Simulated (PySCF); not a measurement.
CClF₃, SMILES `FC(F)(F)Cl`.

Level of theory: PBE0/cc-pVDZ (PySCF), at a geometry from GFN2-xTB. No frequency check shows the geometry to be a minimum. GFN2-xTB bond lengths at metals and heavier atoms can be off by up to 0.1 Å and shapes distorted, which carries into these values.

Geometry (Å), atoms numbered from 1:

```
F1       0.8189   -0.6470    1.0543
C2       0.3510    0.0000    0.0000
F3       0.8185    1.2367    0.0330
F4       0.8181   -0.5897   -1.0877
Cl5     -1.4238    0.0000    0.0002
```

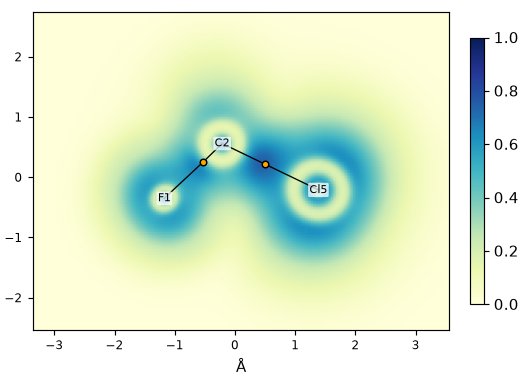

Localised orbital locator (LOL) in the plane of F1, C2 and Cl5, with bond paths and bond critical points (dots).

Rank the bonds in the plane by LOL at their critical points.

Answer. C2–Cl5: about 0.74; F1–C2: about 0.51. Values above 0.5 mark slow, localised electrons, as in shared pairs; low values at a critical point mark a polar or closed-shell contact whose critical point lies between the shells.

Where along F1–C2 does the critical point lie?

Answer. 0.87 Å from F1 and 0.45 Å from C2.
